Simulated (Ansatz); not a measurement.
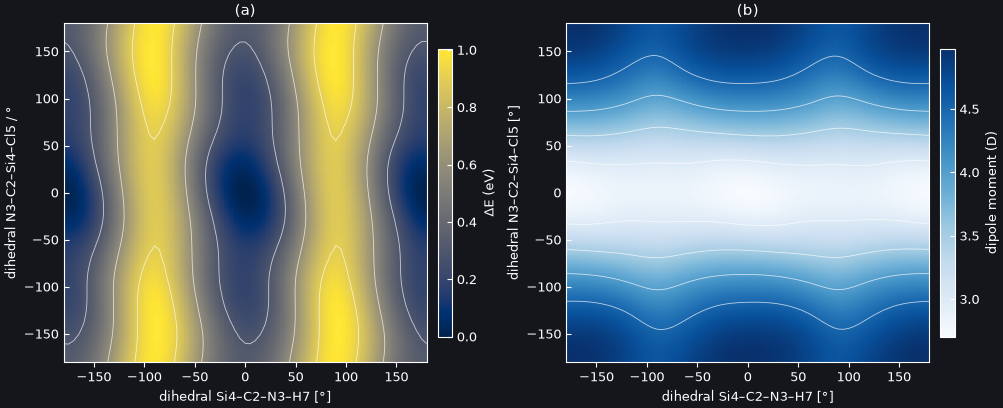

CH₅ClN₂Si, SMILES N=C(N)[SiH2]Cl. 
- Coordinates scanned: (1) dihedral Si4–C2–N3–H7; (2) dihedral N3–C2–Si4–Cl5.
- Nothing is relaxed (all other coordinates rigid).
- The scan uses a 12 × 12 grid.
- Points are written as (first, second).
- Energies: eV, counted from the lowest grid point.
- Theory: RKS PBE0-D4/def2-SVP in Ansatz 0.2.0.

Panel (a) is the energy and panel (b) the computed dipole moment on the same grid.

Drawn: a smooth colour map with a few white contour lines. Between grid points the surface is interpolated.

### How does the dipole moment vary over the map, and what is it at the lowest grid point?

Leaving out the highest fifth of the energies, it runs from 2.70 D at (0°, 0°) to 4.98 D at (−180°, −180°). At the lowest grid point, (0°, 0°), it is 2.70 D.
